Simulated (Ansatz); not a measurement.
# F2H2NOTa: a spread of methods and bases

How do the results and run time of F2H2NOTa respond when the settings are drawn wide?

Method: the settings change from run to run; program: Ansatz 0.2.0, Gaussian basis.

### Step 1. The geometry

An earlier PBE0-D4 in a triple-zeta def2 set relaxation fixed the geometry. Ta takes a core potential in def2 sets; no spin-orbit term is included.

SMILES `[NH]=[Ta]([OH])([F])[F]`, 7 atoms, charge 0, spin multiplicity 1.

Atoms are counted from 1 here; the program's logs count them from 0.

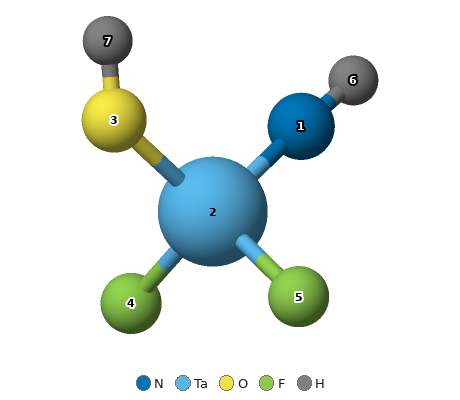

The geometry (colours as in the key); atoms are numbered from 1 in the order of the file.

### Step 2. PBE-QIDH/def2-SVP

Options: unrestricted orbitals.

File in.yaml:

```yaml
crystal:
  periodic: [false, false, false]
  atoms:
    - {symbol: N, position_ang: [-0.798624, 1.006377, 0.617637]}
    - {symbol: Ta, position_ang: [-0.071662, -0.127766, -0.512532]}
    - {symbol: O, position_ang: [1.289916, -1.087510, 0.388193]}
    - {symbol: F, position_ang: [-1.392527, -1.326980, -1.116087]}
    - {symbol: F, position_ang: [0.679544, 0.831093, -1.948979]}
    - {symbol: H, position_ang: [-1.240547, 1.667876, 1.232171]}
    - {symbol: H, position_ang: [1.595201, -1.031188, 1.293896]}
basis:
  gaussian: {orbitals: def2-SVP}
magnetization: {spin_polarized: true, initial_magnetization: 0}
hamiltonian: {xc: {name: PBE-QIDH}}
output: {forces: true}
```

On the command line:

```sh
> ansatz run in.yaml --threads 4 --pin off --events-out ev --progress --plain --max-ram 10444MiB
```

Standard output, cut to the lines that bear on the results:

```text
Functional definition: PBE-QIDH
  name "PBE-QIDH"
  cite "Brémond, Sancho-García, Pérez-Jiménez & Adamo, J. Chem. Phys. 141, 031101 (2014) doi:10.1063/1.4890314"
  cite "Perdew, Burke & Ernzerhof, Phys. Rev. Lett. 77, 3865 (1996) doi:10.1103/PhysRevLett.77.3865"
[...]
945 factors; integrals over basis functions are off by at most 7.8e-4 eV
[...]
mean field -10527.01397407 eV, -386.8606280806 hartree, gradient 5.1e-6 eV, S^2 0.000000; 0 other end points of the search recorded, 0 dependent functions left out
4 core orbitals not correlated: weight in the atoms' cores, before any rotation towards them, 1.000 or more for the frozen orbitals, at most 0.000 for the correlated occupied ones
reference -10527.01399338 eV, -386.8606287903 hartree; 20, 20 occupied and 74, 74 virtual orbitals, 945 factors
second order -31.85786191 eV of doubles, -0.00000000 eV of singles
[...]
Total energy: -10537.63328068 eV, -387.2508804007 hartree
Atom 0 at    -0.798624     1.006377     0.617637 Å, force     0.030678    -0.022475     0.017895 eV/Å
Atom 1 at    -0.071662    -0.127766    -0.512532 Å, force     0.154656    -0.229736    -0.210610 eV/Å
Atom 2 at     1.289916    -1.087510     0.388193 Å, force    -0.062020     0.113728     0.140396 eV/Å
Atom 3 at    -1.392527    -1.326980    -1.116087 Å, force    -0.162435    -0.068616     0.001024 eV/Å
Atom 4 at     0.679544     0.831093    -1.948979 Å, force     0.046167     0.148606    -0.082702 eV/Å
Atom 5 at    -1.240547     1.667876     1.232171 Å, force    -0.085313     0.127471     0.118120 eV/Å
Atom 6 at     1.595201    -1.031188     1.293896 Å, force     0.078267    -0.068978     0.015876 eV/Å
Dipole moment:     0.148030     0.074447     0.561209 e Å
```

It took 4.5 s on 4 threads of Intel Xeon Platinum 8488C, shared host.

Largest force 0.348 eV/Å, dipole 2.81 D, ⟨S²⟩ 0.000.

### Step 3. B3LYP/def2-mTZVP

Options: atoms shaken by 0.15 Å, D3(BJ) with three-body dispersion, the search for lower states set to full.

File in.yaml:

```yaml
crystal:
  periodic: [false, false, false]
  atoms:
    - {symbol: N, position_ang: [-0.600774, 1.176331, 0.299258]}
    - {symbol: Ta, position_ang: [0.133177, -0.264460, -0.595823]}
    - {symbol: O, position_ang: [1.331856, -1.204784, 0.452296]}
    - {symbol: F, position_ang: [-1.210312, -1.381505, -1.232129]}
    - {symbol: F, position_ang: [0.771565, 1.036329, -1.922792]}
    - {symbol: H, position_ang: [-1.264593, 1.536538, 0.792670]}
    - {symbol: H, position_ang: [1.540865, -1.068016, 1.234286]}
basis:
  gaussian: {orbitals: def2-mTZVP}
hamiltonian: {xc: {name: B3LYP}, dispersion: d3bjatm}
scf: {lower_state_search: full}
output: {forces: true}
```

The command is unchanged.

Standard output, cut to the lines that bear on the results:

```text
Functional definition: B3LYP
  name "B3LYP"
  cite "Stephens, Devlin, Chabalowski & Frisch, J. Phys. Chem. 98, 11623 (1994) doi:10.1021/j100096a001"
  cite "Becke, Phys. Rev. A 38, 3098 (1988) doi:10.1103/PhysRevA.38.3098"
  cite "Lee, Yang & Parr, Phys. Rev. B 37, 785 (1988) doi:10.1103/PhysRevB.37.785"
  cite "Vosko, Wilk & Nusair, Can. J. Phys. 58, 1200 (1980) doi:10.1139/p80-159"
[...]
1028 factors; their error is unknown
[...]
mean field -10563.16237447 eV, -388.1890572933 hartree, gradient 2.4e-5 eV, S^2 0.000000; 2 other end points of the search recorded, 0 dependent functions left out
[...]
reference -10563.16261045 eV, -388.1890659651 hartree; 24, 24 occupied and 99, 99 virtual orbitals, 1028 factors
Total energy: -10563.38707862 eV, -388.1973150184 hartree
Atom 0 at    -0.600774     1.176331     0.299258 Å, force     5.713294    -6.081231    -4.032436 eV/Å
Atom 1 at     0.133177    -0.264460    -0.595823 Å, force    -1.832860     6.458558    -1.038933 eV/Å
Atom 2 at     1.331856    -1.204784     0.452296 Å, force    -1.926799    -2.888569   -10.620532 eV/Å
Atom 3 at    -1.210312    -1.381505    -1.232129 Å, force    -0.636626    -0.764782    -0.283501 eV/Å
Atom 4 at     0.771565     1.036329    -1.922792 Å, force     0.419383    -1.700750     0.067116 eV/Å
Atom 5 at    -1.264593     1.536538     0.792670 Å, force    -5.123860     3.064838     3.927599 eV/Å
Atom 6 at     1.540865    -1.068016     1.234286 Å, force     3.387467     1.911935    11.980686 eV/Å
Dipole moment:     0.137750    -0.388009     0.488736 e Å
```

Run time: 2.7 s. Hardware: 4 threads of Intel Xeon Platinum 8488C, shared host.

Largest force 12.596 eV/Å, dipole 3.07 D.

### Step 4. SVWN5/ANO-RCC-VTZP

Options: atoms shaken by 0.15 Å.

File in.yaml:

```yaml
crystal:
  periodic: [false, false, false]
  atoms:
    - {symbol: N, position_ang: [-1.002193, 0.823432, 0.816169]}
    - {symbol: Ta, position_ang: [-0.009108, -0.364460, -0.313660]}
    - {symbol: O, position_ang: [1.505104, -1.122210, 0.206314]}
    - {symbol: F, position_ang: [-1.177524, -1.359821, -1.194421]}
    - {symbol: F, position_ang: [0.662080, 1.063182, -2.242431]}
    - {symbol: H, position_ang: [-1.086207, 1.625986, 1.320237]}
    - {symbol: H, position_ang: [1.485227, -1.046858, 1.206409]}
basis:
  gaussian: {orbitals: ANO-RCC-VTZP}
hamiltonian: {xc: {name: SVWN5}}
```

The command is unchanged.

Standard output:

```text
Functional definition: SVWN5
  name "SVWN5"
  cite "Dirac, Proc. Camb. Phil. Soc. 26, 376 (1930) doi:10.1017/S0305004100016108"
  cite "Slater, Phys. Rev. 81, 385 (1951) doi:10.1103/PhysRev.81.385"
  cite "Vosko, Wilk & Nusair, Can. J. Phys. 58, 1200 (1980) doi:10.1139/p80-159"
  exchange = slater_x
  correlation = vwn5_c
1955 factors; their error is unknown
mean field evaluation 1: about -433340.0493 eV, gradient 1.4e2 eV
mean field evaluation 2: about -432828.0022 eV, gradient 5.0e2 eV
mean field evaluation 4: about -433322.8789 eV, gradient 1.7e2 eV
mean field evaluation 8: about -433370.1977 eV, gradient 1.7e-1 eV
mean field -433370.19775082 eV, -15926.0610184724 hartree, gradient 1.8e-5 eV, S^2 0.000000; 0 other end points of the search recorded, 0 dependent functions left out
reference -433370.19782005 eV, -15926.0610210164 hartree; 54, 54 occupied and 198, 198 virtual orbitals, 1955 factors
Total energy: -433370.19782005 eV, -15926.0610210164 hartree
Relativity: scalar
```

It took 3.7 s on 4 threads of Intel Xeon Platinum 8488C, shared host; peak memory 0.69 GiB.

### Step 5. CAM-B3LYP/def2-TZVP

This run has charge -1, multiplicity 2, atoms shaken by 0.03 Å.

File in.yaml:

```yaml
crystal:
  periodic: [false, false, false]
  atoms:
    - {symbol: N, position_ang: [-0.794166, 1.027586, 0.592283]}
    - {symbol: Ta, position_ang: [-0.067337, -0.086826, -0.514515]}
    - {symbol: O, position_ang: [1.229465, -1.035207, 0.395977]}
    - {symbol: F, position_ang: [-1.368084, -1.358568, -1.153202]}
    - {symbol: F, position_ang: [0.716853, 0.847797, -1.923159]}
    - {symbol: H, position_ang: [-1.273272, 1.691409, 1.230172]}
    - {symbol: H, position_ang: [1.580339, -1.056687, 1.368634]}
basis:
  gaussian: {orbitals: def2-TZVP}
total_charge: -1
magnetization: {spin_polarized: true, initial_magnetization: 1}
hamiltonian: {xc: {name: CAM-B3LYP}}
```

Same command.

Standard output, cut to the lines that bear on the results:

```text
Functional definition: CAM-B3LYP
  name "CAM-B3LYP"
  cite "Yanai, Tew & Handy, Chem. Phys. Lett. 393, 51 (2004) doi:10.1016/j.cplett.2004.06.011"
  cite "Iikura, Tsuneda, Yanai & Hirao, J. Chem. Phys. 115, 3540 (2001) doi:10.1063/1.1383587"
  cite "Becke, Phys. Rev. A 38, 3098 (1988) doi:10.1103/PhysRevA.38.3098"
  cite "Lee, Yang & Parr, Phys. Rev. B 37, 785 (1988) doi:10.1103/PhysRevB.37.785"
  cite "Vosko, Wilk & Nusair, Can. J. Phys. 58, 1200 (1980) doi:10.1139/p80-159"
[...]
  # Exact exchange under (alpha + beta erf(omega r))/r, Becke's under what is left of 1/r.
[...]
1067 factors; their error is unknown
245 factors; integrals over basis functions are off by at most 1.1e-5 eV
[...]
mean field -10560.69232986 eV, -388.0982848279 hartree, gradient 9.0e-6 eV, S^2 0.750926; 6 other end points of the search recorded, 0 dependent functions left out
reference -10560.69246020 eV, -388.0982896180 hartree; 25, 24 occupied and 151, 152 virtual orbitals, 1067 factors
Total energy: -10560.69246020 eV, -388.0982896180 hartree
```

It took 6.5 s on 4 threads of Intel Xeon Platinum 8488C, shared host; peak memory 0.57 GiB.

⟨S²⟩ 0.751.

### Step 6. PBEsol/def2-TZVP

Set apart from the defaults: coordinates scaled by 0.96, a grid of angular degree 47, D3(BJ) with three-body dispersion.

File in.yaml:

```yaml
crystal:
  periodic: [false, false, false]
  atoms:
    - {symbol: N, position_ang: [-0.766679, 0.966122, 0.592932]}
    - {symbol: Ta, position_ang: [-0.068795, -0.122655, -0.492030]}
    - {symbol: O, position_ang: [1.238319, -1.044010, 0.372665]}
    - {symbol: F, position_ang: [-1.336826, -1.273901, -1.071444]}
    - {symbol: F, position_ang: [0.652362, 0.797849, -1.871020]}
    - {symbol: H, position_ang: [-1.190925, 1.601161, 1.182885]}
    - {symbol: H, position_ang: [1.531393, -0.989940, 1.242140]}
basis:
  gaussian: {orbitals: def2-TZVP, final_grid: {core_spheres: 20, valence_spheres: 16, degree: 47}}
hamiltonian: {xc: {name: PBEsol}, dispersion: d3bjatm}
```

The command is unchanged.

Standard output:

```text
Functional definition: PBEsol
  name "PBEsol"
  cite "Perdew et al., Phys. Rev. Lett. 100, 136406 (2008) doi:10.1103/PhysRevLett.100.136406"
  cite "Perdew, Burke & Ernzerhof, Phys. Rev. Lett. 77, 3865 (1996) doi:10.1103/PhysRevLett.77.3865"
  parent pbesol
  exchange = pbesol_x
  correlation = pbesol_c
1043 factors; their error is unknown
mean field evaluation 1: about -10505.0061 eV, gradient 1.1e2 eV
mean field evaluation 2: about -10361.5628 eV, gradient 2.7e2 eV
mean field evaluation 4: about -10524.6168 eV, gradient 3.0e1 eV
mean field evaluation 8: about -10526.2031 eV, gradient 8.6e-1 eV
mean field evaluation 16: about -10526.1875 eV, gradient 2.4e-4 eV
mean field -10526.18754447 eV, -386.8302573529 hartree, gradient 8.7e-5 eV, S^2 0.000000; 0 other end points of the search recorded, 0 dependent functions left out
reference -10526.18758515 eV, -386.8302588480 hartree; 24, 24 occupied and 152, 152 virtual orbitals, 1043 factors
Total energy: -10526.23833274 eV, -386.8321237875 hartree
```

It took 1.6 s on 4 threads of Intel Xeon Platinum 8488C, shared host.

### Step 7. wB97X-V/def2-SVP

Options: coordinates scaled by 0.96.

Edit in.yaml of step 6 so:

```diff
@@ -11,3 +11,3 @@
 basis:
-  gaussian: {orbitals: def2-TZVP, final_grid: {core_spheres: 20, valence_spheres: 16, degree: 47}}
-hamiltonian: {xc: {name: PBEsol}, dispersion: d3bjatm}
+  gaussian: {orbitals: def2-SVP}
+hamiltonian: {xc: {name: wB97X-V}}
```

Same command.

Standard output, cut to the lines that bear on the results:

```text
Functional definition: wB97X-V
  name "wB97X-V"
  cite "Mardirossian & Head-Gordon, Phys. Chem. Chem. Phys. 16, 9904 (2014) doi:10.1039/C3CP54374A"
  cite "Becke, J. Chem. Phys. 107, 8554 (1997) doi:10.1063/1.475007"
  cite "Vydrov & Van Voorhis, J. Chem. Phys. 133, 244103 (2010) doi:10.1063/1.3521275"
[...]
      + integral(e_c_pw_opposite_spin*poly(b97_u_opposite, cos0, cos1)) + vv10(b, c)
1046 factors; their error is unknown
216 factors; integrals over basis functions are off by at most 1.6e-5 eV
[...]
mean field -10549.37881565 eV, -387.6825208494 hartree, gradient 5.5e-5 eV, S^2 0.000000; 0 other end points of the search recorded, 0 dependent functions left out
reference -10549.37881264 eV, -387.6825207389 hartree; 24, 24 occupied and 74, 74 virtual orbitals, 1046 factors
Total energy: -10549.37881264 eV, -387.6825207389 hartree
```

Run time: 2.5 s. Hardware: 4 threads of Intel Xeon Platinum 8488C, shared host.

### Step 8. B97M-V/def2-mTZVPP

Set apart from the defaults: multiplicity 3, atoms shaken by 0.03 Å.

File in.yaml:

```yaml
crystal:
  periodic: [false, false, false]
  atoms:
    - {symbol: N, position_ang: [-0.823642, 1.004350, 0.659687]}
    - {symbol: Ta, position_ang: [-0.085723, -0.164474, -0.470925]}
    - {symbol: O, position_ang: [1.271847, -1.129818, 0.404089]}
    - {symbol: F, position_ang: [-1.382993, -1.310173, -1.135651]}
    - {symbol: F, position_ang: [0.711256, 0.754900, -1.954207]}
    - {symbol: H, position_ang: [-1.263363, 1.670174, 1.284495]}
    - {symbol: H, position_ang: [1.560683, -1.065325, 1.236344]}
basis:
  gaussian: {orbitals: def2-mTZVPP}
magnetization: {spin_polarized: true, initial_magnetization: 2}
hamiltonian: {xc: {name: B97M-V}}
output: {forces: true}
```

Launched as before.

Standard output, cut to the lines that bear on the results:

```text
Functional definition: B97M-V
  name "B97M-V"
  cite "Mardirossian & Head-Gordon, J. Chem. Phys. 142, 074111 (2015) doi:10.1063/1.4907719"
  cite "Becke, J. Chem. Phys. 107, 8554 (1997) doi:10.1063/1.475007"
  cite "Vydrov & Van Voorhis, J. Chem. Phys. 133, 244103 (2010) doi:10.1063/1.3521275"
  # Of w^i u^j: cxij and so on, Table III.
[...]
  gx(w, u) = cx00 + cx01*u + cx02*u^2 + (cx10 + cx11*u)*w
  gss(w, u) = css00 + css02*u^2 + css10*w + (css32*w^3 + css42*w^4)*u^2
  gos(w, u) = cos00 + cos01*u + cos03*u^3 + cos10*w + cos32*w^3*u^2
[...]
      + integral(e_c_pw_mod_opposite_spin*gos(b97_w_opposite, b97_u_opposite)) + vv10(b, c)
1062 factors; their error is unknown
[...]
mean field -10556.78627727 eV, -387.9547400428 hartree, gradient 9.2e-6 eV, S^2 2.005207; 10 other end points of the search recorded, 0 dependent functions left out
[...]
reference -10556.78638073 eV, -387.9547438451 hartree; 25, 23 occupied and 117, 119 virtual orbitals, 1062 factors
Total energy: -10556.78638073 eV, -387.9547438451 hartree
Atom 0 at    -0.823642     1.004350     0.659687 Å, force    -3.642523     4.371357     5.663317 eV/Å
Atom 1 at    -0.085723    -0.164474    -0.470925 Å, force     3.947884    -2.745114    -3.955970 eV/Å
Atom 2 at     1.271847    -1.129818     0.404089 Å, force    -0.620050    -0.646381    -4.052926 eV/Å
Atom 3 at    -1.382993    -1.310173    -1.135651 Å, force    -2.025732    -0.845664    -1.275105 eV/Å
Atom 4 at     0.711256     0.754900    -1.954207 Å, force     0.287256    -0.439778    -0.845717 eV/Å
Atom 5 at    -1.263363     1.670174     1.284495 Å, force     0.092754    -0.065065    -0.395521 eV/Å
Atom 6 at     1.560683    -1.065325     1.236344 Å, force     1.960412     0.370644     4.861921 eV/Å
Dipole moment:    -0.102950     0.360374     0.755789 e Å
```

Run time: 34 s. Hardware: 4 threads of Intel Xeon Platinum 8488C, shared host; peak memory 0.63 GiB.

Largest force 8.028 eV/Å, dipole 4.05 D, ⟨S²⟩ 2.005.

### Step 9. wB97X-V/x2c-TZVPPall

File in.yaml:

```yaml
crystal:
  periodic: [false, false, false]
  atoms:
    - {symbol: N, position_ang: [-0.798624, 1.006377, 0.617637]}
    - {symbol: Ta, position_ang: [-0.071662, -0.127766, -0.512532]}
    - {symbol: O, position_ang: [1.289916, -1.087510, 0.388193]}
    - {symbol: F, position_ang: [-1.392527, -1.326980, -1.116087]}
    - {symbol: F, position_ang: [0.679544, 0.831093, -1.948979]}
    - {symbol: H, position_ang: [-1.240547, 1.667876, 1.232171]}
    - {symbol: H, position_ang: [1.595201, -1.031188, 1.293896]}
basis:
  gaussian: {orbitals: x2c-TZVPPall}
hamiltonian: {xc: {name: wB97X-V}}
output: {forces: true}
```

Same command.

Standard output, cut to the lines that bear on the results:

```text
Functional definition: wB97X-V
  name "wB97X-V"
  cite "Mardirossian & Head-Gordon, Phys. Chem. Chem. Phys. 16, 9904 (2014) doi:10.1039/C3CP54374A"
  cite "Becke, J. Chem. Phys. 107, 8554 (1997) doi:10.1063/1.475007"
  cite "Vydrov & Van Voorhis, J. Chem. Phys. 133, 244103 (2010) doi:10.1063/1.3521275"
[...]
      + integral(e_c_pw_opposite_spin*poly(b97_u_opposite, cos0, cos1)) + vv10(b, c)
1664 factors; their error is unknown
256 factors; integrals over basis functions are off by at most 5.4e-5 eV
[...]
mean field -433708.65746055 eV, -15938.4991833887 hartree, gradient 8.9e-5 eV, S^2 0.000000; 0 other end points of the search recorded, 0 dependent functions left out
[...]
reference -433708.65745730 eV, -15938.4991832692 hartree; 54, 54 occupied and 195, 195 virtual orbitals, 1664 factors
Total energy: -433708.65745730 eV, -15938.4991832692 hartree
Relativity: scalar
Atom 0 at    -0.798624     1.006377     0.617637 Å, force     0.236159    -0.379051    -0.394855 eV/Å
Atom 1 at    -0.071662    -0.127766    -0.512532 Å, force    -0.174121     0.310032     0.370188 eV/Å
Atom 2 at     1.289916    -1.087510     0.388193 Å, force    -0.171229     0.099313    -0.168708 eV/Å
Atom 3 at    -1.392527    -1.326980    -1.116087 Å, force     0.215580     0.148215     0.041923 eV/Å
Atom 4 at     0.679544     0.831093    -1.948979 Å, force    -0.098805    -0.179263     0.168418 eV/Å
Atom 5 at    -1.240547     1.667876     1.232171 Å, force     0.003806    -0.005089    -0.003652 eV/Å
Atom 6 at     1.595201    -1.031188     1.293896 Å, force    -0.011390     0.005843    -0.013315 eV/Å
Dipole moment:     0.176046     0.009138     0.461682 e Å
```

Wall time 11 s (4 threads of Intel Xeon Platinum 8488C, shared host); peak memory 1.3 GiB.

Largest force 0.596 eV/Å, dipole 2.37 D.

### Step 10. The runs in one table

```
               level  charge  multiplicity  geometry  functions  energy (eV)   time
   PBE-QIDH/def2-SVP       0             1   relaxed         98   -10537.633  4.5 s
    B3LYP/def2-mTZVP       0             1    shaken        123   -10563.387  2.7 s
  SVWN5/ANO-RCC-VTZP       0             1    shaken        252  -433370.198  3.7 s
 CAM-B3LYP/def2-TZVP      -1             2    shaken        176   -10560.692  6.5 s
    PBEsol/def2-TZVP       0             1    scaled        176   -10526.238  1.6 s
    wB97X-V/def2-SVP       0             1    scaled         98   -10549.379  2.5 s
  B97M-V/def2-mTZVPP       0             3    shaken        142   -10556.786   34 s
wB97X-V/x2c-TZVPPall       0             1   relaxed        249  -433708.657   11 s
```

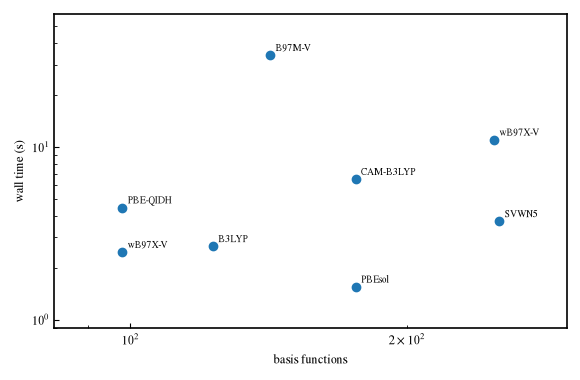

Wall time against the number of basis functions (shared host).

### Step 11. Summary of results

| quantity | value |
| --- | --- |
| runs | 8 |
| quickest | PBEsol/def2-TZVP, 1.6 s |
| slowest | B97M-V/def2-mTZVPP, 34 s |
| spread of total energies, same state and geometry | 423171.0 eV |
| dipole, same state and geometry | 2.37 to 2.81 D |

**Reading.** B97M-V/def2-mTZVPP took 22 times as long as PBEsol/def2-TZVP. The jobs differ in tasks and options as well as level. Total energies at one charge and spin differ by 423171 eV between levels, so only differences within one level mean anything. Some of these runs are scalar-relativistic and others not, which shifts the totals of all-electron atoms past neon by several eV an atom and more; core potentials, where a basis has them, take the core out of the total altogether. At the PBE0-D4/def2-TZVP geometry and in the same state, the sound runs without point charges leave forces up to 0.60 eV/Å (wB97X-V/x2c-TZVPPall), against 12.6 eV/Å where the atoms were moved.
